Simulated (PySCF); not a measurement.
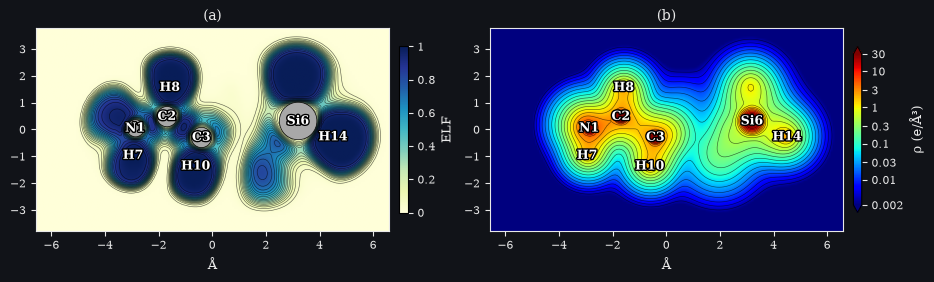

The picture shows: C3H9NSSi (SMILES [H]/N=C\CCS[SiH3]). (a) electron localisation function; (b) total electron density on the plane of atoms C2, C3 and H10. Grey discs cover the atomic cores in the ELF map.

Geometry: GFN2-xTB.

All numbers below come from PySCF 2.14.0, PBE0/pcSseg-1, SCF density, gas phase, non-relativistic.

Input

```
{"job": {"kind": "nmr", "xc": "PBE0", "basis": "pcSseg-1"}, "charge": 0, "multiplicity": 1}
N      3.291601     0.107055     0.131508
C      2.083893    -0.094526     0.387033
C      0.876838     0.365919    -0.380737
C      0.006719    -0.820158    -0.774196
S     -1.496321    -0.303057    -1.682415
Si    -2.771137     0.331493    -0.082141
H      3.470753     0.654239    -0.710763
H      1.871409    -0.678433     1.279589
H      0.301700     1.042078     0.258919
H      1.178412     0.913369    -1.277573
H      0.543025    -1.477532    -1.457985
H     -0.302812    -1.392778     0.099869
H     -2.839497    -0.771114     0.871547
H     -4.023824     0.620895    -0.749901
H     -2.195173     1.510539     0.559677
```

Launched as:

```sh
OMP_NUM_THREADS=1 python probes_run.py task.json out
```

> What does the map show?

- Atoms in the plane: N, C, Si and H.
- C–N (1.25 Å): ρ is about 2.9 e/Å³ halfway; the ELF peaks at about 0.90 between the atoms; a multiple bond.
- C–C (1.50 Å): ρ at the midpoint is about 1.7 e/Å³; the ELF peaks at about 0.95 between the atoms; a covalent bond.
- N–H (1.02 Å): ρ is about 2.8 e/Å³ halfway; the ELF climbs to about 1 towards the hydrogen, as it does in any bond to H; a covalent bond by its length.
- C–H (1.09 Å): ρ at the midpoint is about 2.1 e/Å³; the ELF climbs to about 1 towards the hydrogen: a covalent bond by its length.
- Si–H (1.45 Å): ρ at the midpoint is about 0.84 e/Å³; the ELF climbs to about 1 towards the hydrogen.
- The ELF also peaks beside N1, away from the bonds: lone-pair regions.
